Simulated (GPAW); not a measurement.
# Fe: a ladder in all numerical settings together, part 2 of 2

Two starts of Fe are run at each rung of all numerical settings together. Which rung is enough?

GPAW 26.7.0; PBE; plane waves with GPAW's PAW setups, scalar-relativistic.

So far, largest spin moment in the augmentation sphere (μB): step 2 (rung 1 (280 eV, mesh 6×6×6), start ferro +) 2.30; step 4 (rung 2 (380 eV, mesh 8×8×8), start ferro +) 2.34; step 5 (rung 2 (380 eV, mesh 8×8×4), start antiferro q=(0,0,1/2) +-) 2.03; step 6 (rung 3 (500 eV, mesh 12×12×12), start ferro +) 2.32; step 7 (rung 3 (500 eV, mesh 12×12×6), start antiferro q=(0,0,1/2) +-) 2.07.

The database entry behind the starting cell differs from later determinations by our own check (an axis about 0.7 % long against later determinations), so it need not match the best structure at ambient conditions.

## Step 8: Rung 4 (700 eV, mesh 16×16×16), start ferro +

Contents of order1.py:

```python
import json
import numpy as np
from ase import Atoms
from ase.parallel import paropen, parprint
from gpaw import GPAW

atoms = Atoms(['Fe'],
    cell=[[-1.443, 1.443, 1.443],
         [1.443, -1.443, 1.443],
         [1.443, 1.443, -1.443]],
    scaled_positions=[[0.0, 0.0, 0.0]],
    pbc=True,
    magmoms=[2.8])
atoms.calc = GPAW(mode={'name': 'pw', 'ecut': 700},
    xc='PBE',
    kpts={'size': (16, 16, 16), 'gamma': True},
    occupations={'name': 'fermi-dirac', 'width': 0.05},
    convergence={'density': 1e-05, 'energy': 1e-05},
    maxiter=200,
    symmetry={'tolerance': 1e-4},
    txt='order1.txt')
e = atoms.get_potential_energy(force_consistent=True)
res = {'free_energy': e, 'energy_sigma0': atoms.get_potential_energy(), 'fermi_energy': atoms.calc.get_fermi_level()}
res['moments'] = atoms.get_magnetic_moments().tolist()
res['total'] = atoms.get_magnetic_moment()
parprint('site moments (muB):', np.round(res['moments'], 3))
parprint(f"total moment: {res['total']:.3f} muB")
parprint(f'free energy: {e:.6f} eV')
atoms.calc.write('order1.gpw')
with paropen('results.json', 'w') as f:
    json.dump(res, f)
```

On the command line:

```console
OMP_NUM_THREADS=1 mpirun -n 2 gpaw python order1.py > order1.log
```

The log of the run:

```text
site moments (muB): [2.315]
total moment: 2.272 muB
free energy: -9.027184 eV

--- order1.txt ---
Input parameters:
  mode=PW(ecut=700),
  convergence={'density': 1e-05, 'energy': 1e-05},
  kpts=MonkhorstPack(size=(16, 16, 16), gamma=True),
  maxiter=200,
  occupations=Occupations(name='fermi-dirac', width=0.05),
  symmetry=Symmetry(tolerance=0.0001),
  xc=XC(name='PBE')

Diagonalizing LCAO Hamiltonian
[...]
|          3 |         7.124 |     1.000 |         9.133 |     0.971 |
|          4 |         8.237 |     1.000 |        11.065 |     0.000 |
|          5 |         8.237 |     1.000 |        11.065 |     0.000 |
|          6 |        34.801 |     0.000 |        38.524 |     0.000 |
|          7 |        38.346 |     0.000 |        38.524 |     0.000 |
|          8 |        38.346 |     0.000 |        40.930 |     0.000 |

No gap
No difference between direct/indirect transitions

[key lines of the parts left out:]
Free energy:      -9.027184
Converged in 12 steps
dipole moment: (-3.533061, -3.533061, -3.533061)  # |e|*Ang
Fermi level: 9.309
```

It took 29 s on 2 MPI ranks of Arm Neoverse N1, shared host; peak memory 0.34 GiB.

This step gave:

```yaml
magnetization: 2.272 μB
final_state: ferromagnetic
largest_moment: 2.315 μB
```

The largest moment is that of rung 3, at 1.9 times its CPU time.

## Step 9: Rung 4 (700 eV, mesh 16×16×8), start antiferro q=(0,0,1/2) +-

Contents of order2.py:

```python
import json
import numpy as np
from ase import Atoms
from ase.parallel import paropen, parprint
from gpaw import GPAW

atoms = Atoms(['Fe', 'Fe'],
    cell=[[-1.443, 1.443, 1.443],
         [1.443, -1.443, 1.443],
         [2.886, 2.886, -2.886]],
    scaled_positions=[[0.0, 0.0, 0.0],
         [0.0, 0.0, 0.5]],
    pbc=True,
    magmoms=[2.8, -2.8])
atoms.calc = GPAW(mode={'name': 'pw', 'ecut': 700},
    xc='PBE',
    kpts={'size': (16, 16, 8), 'gamma': True},
    occupations={'name': 'fermi-dirac', 'width': 0.05},
    convergence={'density': 1e-05, 'energy': 1e-05},
    maxiter=200,
    symmetry={'tolerance': 1e-4},
    txt='order2.txt')
e = atoms.get_potential_energy(force_consistent=True)
res = {'free_energy': e, 'energy_sigma0': atoms.get_potential_energy(), 'fermi_energy': atoms.calc.get_fermi_level()}
res['moments'] = atoms.get_magnetic_moments().tolist()
res['total'] = atoms.get_magnetic_moment()
parprint('site moments (muB):', np.round(res['moments'], 3))
parprint(f"total moment: {res['total']:.3f} muB")
parprint(f'free energy: {e:.6f} eV')
atoms.calc.write('order2.gpw')
with paropen('results.json', 'w') as f:
    json.dump(res, f)
```

On the command line:

```console
OMP_NUM_THREADS=1 mpirun -n 2 gpaw python order2.py > order2.log
```

The log of the run:

```text
site moments (muB): [ 2.088 -2.088]
total moment: 0.000 muB
free energy: -17.623057 eV

--- order2.txt ---
Input parameters:
  mode=PW(ecut=700),
  convergence={'density': 1e-05, 'energy': 1e-05},
  kpts=MonkhorstPack(size=(16, 16, 8), gamma=True),
  maxiter=200,
  occupations=Occupations(name='fermi-dirac', width=0.05),
  symmetry=Symmetry(tolerance=0.0001),
  xc=XC(name='PBE')

Diagonalizing LCAO Hamiltonian
[...]
|          3 |         7.636 |     1.000 |         7.636 |     1.000 |
|          4 |         7.795 |     1.000 |         7.795 |     1.000 |
[...]
|         10 |        10.963 |     0.000 |        10.963 |     0.000 |
|         11 |        10.972 |     0.000 |        10.972 |     0.000 |
|         12 |        16.839 |     0.000 |        16.839 |     0.000 |
|         13 |        28.772 |     0.000 |        28.772 |     0.000 |

No gap
No difference between direct/indirect transitions

[key lines of the parts left out:]
Free energy:     -17.623057
Converged in 14 steps
dipole moment: (-7.084074, -7.084074, -7.084045)  # |e|*Ang
Fermi level: 9.652
```

The job ended after 4.2 min (2 MPI ranks; peak memory 0.71 GiB; 8.4 min of CPU time).

This step gave:

| Item | Value |
| --- | --- |
| magnetization | 0 μB |
| final state | antiferromagnetic |
| largest moment | 2.088 μB |

This start lies +215.7 meV a seeded atom from the first, a change of +5.4 meV since rung 3; its largest moment is 2.09 μB.

## Step 10: The rungs together

Ladder, by row:

```
rung  cutoff (eV)      mesh  smearing (eV)  state from the first start  state from the second start  second less first (meV a seeded atom)  moment, first (μB)  moment, second (μB)  CPU time (s)
   1          280     6x6x6            0.2               ferromagnetic            antiferromagnetic                                  203.5               2.297                2.031         37.26
   2          380     8x8x8           0.15               ferromagnetic            antiferromagnetic                                  185.9               2.343                2.031         66.81
   3          500  12x12x12            0.1               ferromagnetic            antiferromagnetic                                  210.2                2.32                2.074         231.1
   4          700  16x16x16           0.05               ferromagnetic            antiferromagnetic                                  215.7               2.315                2.088         561.6
```

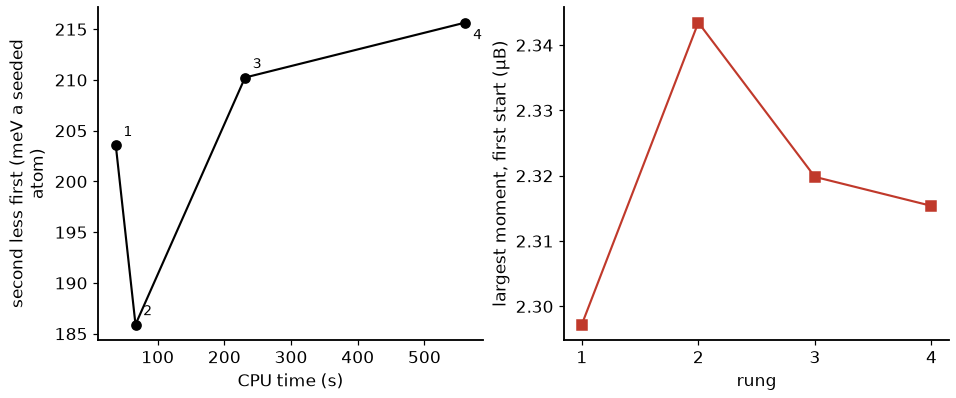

Result against cost, rungs numbered as in the table, and the moment by rung.

## Step 11: Results

```
range of the moment in the table, first start            : 2.30 to 2.34 μB
range of CPU time                                        : 37 s to 9.4 min
range of the energy difference                           : 186 to 216 meV a seeded atom
first rung from which all stay within 11 meV of the last : 3
```

**Reading.** From rung 3 on the result stays within 5.4 meV of the last rung, inside the margin of 11 meV set for it, at 41 % of the last rung's cost. The first start ends lower on every rung of the table; whether functional and cell give the true order is another question.

[Logs and program files are shortened in this print: banners, set-up blocks, solver, clock and traceback lines can be left out without a mark of their own.]

[Logs are printed without paths, hosts, clocks, repeated set-up lines and the standing remarks that a program may print on its own settings, such as how far it seeks lower states.]

[Hosts, paths, dates, database ids (printed as entryN), source tags and the programs' standing remarks are cut or masked in the printed files.]

[Where a cell is said to come from a database of computed structures, the database is the Materials Project.]
